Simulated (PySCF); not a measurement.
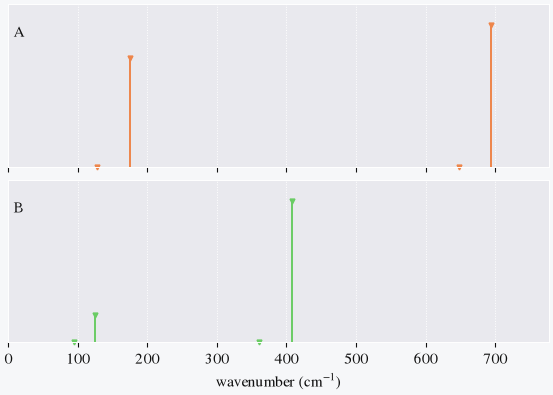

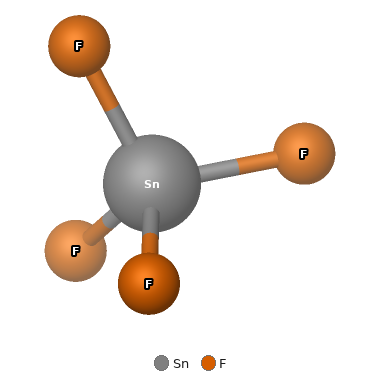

Harmonic infrared lines of SnF₄ and SnCl₄, all Td singlets, each the lowest point that its search found (SnF₄ is drawn); the ligand atom changes down one group of the periodic table. PBE0/def2-SVP (core potentials past Kr), PySCF 2.14.0, unscaled, no spin-orbit coupling; each panel is scaled to its strongest line, degenerate modes are one line with their intensities summed, and dots on the axis are modes too weak to show or inactive.

Which panel belongs to which molecule?

A: SnF₄ (strongest line 694.8 cm⁻¹); B: SnCl₄ (strongest line 408.4 cm⁻¹).

How do the bond length and the stretches change along the series?

Mean bond length: SnF₄ 1.902, SnCl₄ 2.317 Å, rising down the group. Highest t2 mode: SnF₄ 695, SnCl₄ 408 cm⁻¹, falling down the group.

Caveats, for all or some of the runs: double-zeta basis on some or all atoms.
